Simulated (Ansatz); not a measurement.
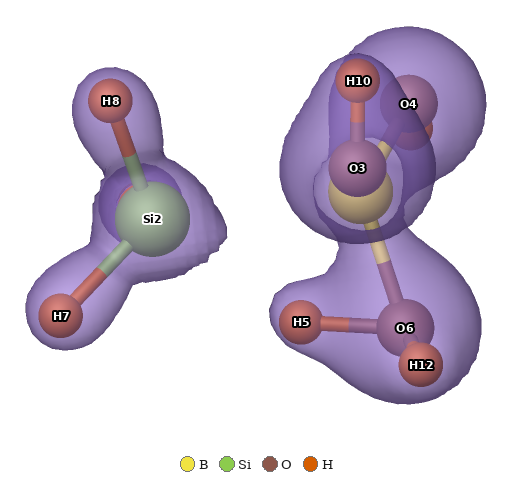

Figure. BH4O3···H3Si. Isosurface of the electron density at 0.6 e/Å³ (purple), seen at a tilt.

A transition-state structure; geometry: PBE0-D4/def2-TZVP.

Level of theory: RKS PBE0-D4/def2-TZVPP (Ansatz 0.2.0).

```xyz
12

B    -0.2516   -0.7839    0.1055
Si    0.4614    1.4987    0.1000
O    -1.6048   -0.8158    0.3726
O     0.6241   -1.4025    0.9706
H     0.1588    0.0479   -1.2112
O    -0.0344   -1.0626   -1.4191
H     0.0141    2.6078   -0.8000
H    -0.1586    1.7674    1.4290
H     1.9388    1.6520    0.2724
H    -1.7877   -0.9450    1.3059
H     1.5430   -1.3665    0.7009
H    -0.9030   -1.1977   -1.8264
```

What does this surface tell about the bonding?

At this value the surface falls into two separate pieces. It bridges the sampled B–O (1.38 Å), O–H (0.96 Å) and B–O (1.57 Å) contacts, where the density stays above the isovalue. It is pinched off along the sampled Si···B (2.39 Å) contacts. On the grid the lowest density along these lines, outside the cores, is 0.43 e/Å³ (Si···B, 2.39 Å), 1.5 e/Å³ (B–O, 1.38 Å), 2.5 e/Å³ (O–H, 0.96 Å) and 0.86 e/Å³ (B–O, 1.57 Å).
